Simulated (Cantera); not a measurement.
Charge: 1 mol Si, 1 mol HCl, at 49.0 Pa.

These are equilibrium values from Cantera (NASA tables, ideal gas, pure condensed phases), not measurements of a reactor. Candidate condensed phases: Si; 19 gas species. The tables' values for SiCl₃ are old estimates; treat these amounts as uncertain. Equilibrium is a limit: real reactors are often held back by kinetics, nucleation or transport.

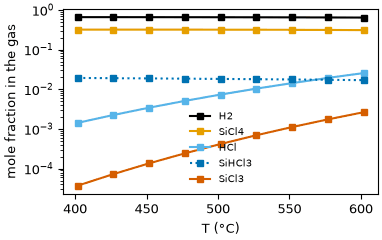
Equilibrium gas composition (values under 1e-9 drawn at 1e-9)

Read off the mole fractions at 477 °C.

H₂ about 0.66, SiCl₄ about 0.32, SiHCl₃ about 0.019, HCl about 0.0051, SiCl₃ about 0.00024.
